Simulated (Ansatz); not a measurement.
# CH5ClSi: single-point calculation

The run: single-point calculation of CH5ClSi. Method and program: RKS wB97X-V/def2-TZVPP (Ansatz 0.2.0).

The geometry comes from this level: PBE0-D4/def2-TZVP.

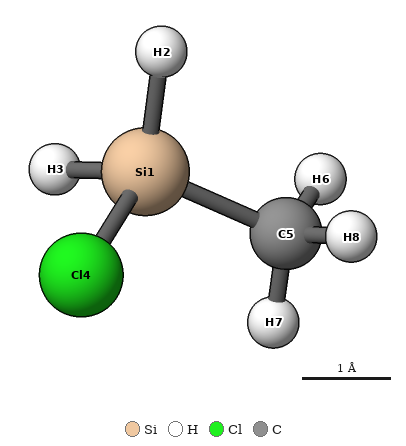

The input geometry (ball-and-stick view, seen at a tilt; atoms are numbered from 1 in the order of the input). Bond lengths as drawn: Cl–Si 2.06 Å, C–H 1.09 Å, C–Si 1.86 Å and H–Si 1.48 Å.

**Key numbers**

- outcome: converged
- total energy: −21518.2068 eV
- SCF solution under orbital rotations: stable
- hardware: 4 threads of Arm Neoverse V1, 23 GiB of memory available, shared host
- wall time: 3.9 s (CPU time 15 s)
- peak memory: 0.48 GiB

**Input**
```yaml
crystal:
  periodic: [false, false, false]
  atoms:
    - {symbol: Si, position_ang: [-0.481518, -0.385433, -0.717831]}
    - {symbol: H, position_ang: [0.760184, -1.193787, -0.786730]}
    - {symbol: H, position_ang: [-1.512814, -1.126905, 0.048094]}
    - {symbol: Cl, position_ang: [-1.183549, -0.179199, -2.645639]}
    - {symbol: C, position_ang: [-0.163304, 1.291311, 0.013730]}
    - {symbol: H, position_ang: [0.210451, 1.188113, 1.036278]}
    - {symbol: H, position_ang: [-1.080812, 1.882545, 0.040110]}
    - {symbol: H, position_ang: [0.581174, 1.834029, -0.572172]}
basis:
  gaussian: {orbitals: def2-TZVPP}
hamiltonian: {xc: {name: wB97X-V}}
```

Run as:
```bash
ansatz run in.yaml --threads 4 --pin off --events-out ev --progress --plain --max-ram 9574MiB
```

**What the program printed**
```
Functional definition: wB97X-V
  name "wB97X-V"
  cite "Mardirossian & Head-Gordon, Phys. Chem. Chem. Phys. 16, 9904 (2014) doi:10.1039/C3CP54374A"
  cite "Becke, J. Chem. Phys. 107, 8554 (1997) doi:10.1063/1.475007"
  cite "Vydrov & Van Voorhis, J. Chem. Phys. 133, 244103 (2010) doi:10.1063/1.3521275"
  parameter omega = 0.3/bohr
  parameter cx = 0.167
  parameter cx1 = 0.603
  parameter cx2 = 1.194
  parameter css0 = 0.556
  parameter css1 = -0.257
  parameter cos0 = 1.219
  parameter cos1 = -1.850
  parameter b = 6.0
  parameter c = 0.01
  exchange = spin_sum(e_x_unif_sr(omega)*poly(b97_u_x, 1 - cx, cx1, cx2)) + cx*exact_x_sr(omega) + exact_x_lr(omega)
  correlation = spin_sum(e_c_pw_same_spin*poly(b97_u_same, css0, css1))
      + integral(e_c_pw_opposite_spin*poly(b97_u_opposite, cos0, cos1)) + vv10(b, c)
1076 factors; their error is unknown
237 factors; integrals over basis functions are off by at most 2.4e-5 eV
mean field evaluation 1: about -21515.7052 eV, gradient 3.4e1 eV
mean field evaluation 2: about -21516.9770 eV, gradient 2.3e1 eV
mean field evaluation 4: about -21518.1783 eV, gradient 5.6e-1 eV
mean field evaluation 8: about -21518.2067 eV, gradient 2.8e-1 eV
mean field evaluation 16: about -21518.2068 eV, gradient 2.1e-5 eV
mean field -21518.20682907 eV, -790.7795154040 hartree, gradient 2.1e-5 eV, S^2 0.000000; 0 other end points of the search recorded, 0 dependent functions left out
reference -21518.20682720 eV, -790.7795153352 hartree; 21, 21 occupied and 164, 164 virtual orbitals, 1076 factors
Total energy: -21518.20682720 eV, -790.7795153352 hartree
```
